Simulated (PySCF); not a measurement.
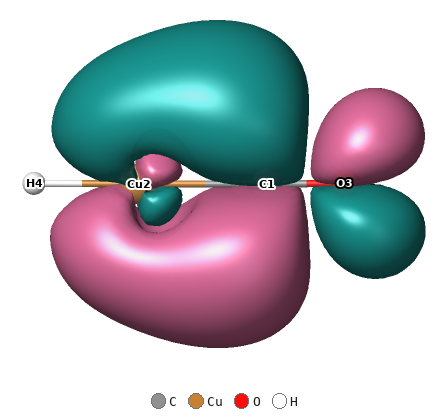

CHCuO. The LUMO at ±0.06 Å⁻³ᐟ² (teal and pink are the two phases), seen from one side.

Geometry: B3LYP-D3(BJ)/def2-SVP.

These are results of Gaussian-basis quantum chemistry of an isolated molecule with PySCF, energy and nuclear gradient, functional PBE0 (PySCF), not measurements.

> What is the character of this orbital?

It lies mainly on C1 (about 50 %), Cu2 (about 25 %) and O3 (about 25 %). It is one of a degenerate set, so its orientation is arbitrary. Its energy is −2.42 eV.
